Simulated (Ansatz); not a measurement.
**How basis sets differ on GeS (SMILES [S+]#[Ge-])**

The species is GeS (2 atoms), meant as a singlet with charge 0. As SMILES, `[S+]#[Ge-]`. Geometry: the measured bond length.

```xyz
2

S     0.0000    0.0000    0.0000
Ge    0.0000    0.0000    2.0121
```

Each level gives the vertical ionisation energy (to the doublet cation) (eV). The values are calculated.

```tsv
level	kind	program	value (eV)	CPU time (all runs)
MP2/def2-SV(P)	perturbation theory	Ansatz	10.20	3.5 s
MP2/def2-TZVP	perturbation theory	Ansatz	10.40	8.8 s
MP2/def2-TZVPP	perturbation theory	Ansatz	10.40	10 s
MP2/def2-QZVP	perturbation theory	Ansatz	10.49	31 s
MP2/def2-QZVPP	perturbation theory	Ansatz	10.48	47 s
```

All-electron rows without a relativistic Hamiltonian named are non-relativistic. The values span 10.20 to 10.49 eV. In the correlated wave-function rows the outer d shell of Ge is correlated, in sets not made for it. CPU times are rough (shared hosts, several kinds of processor and program).

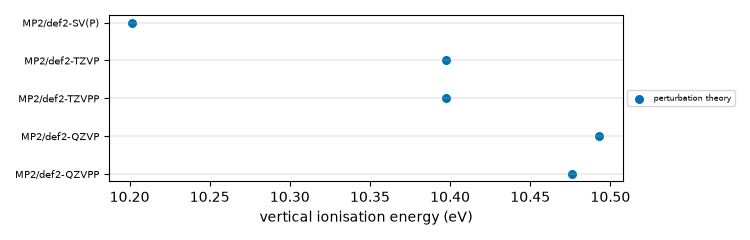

The values of the table, level by level.
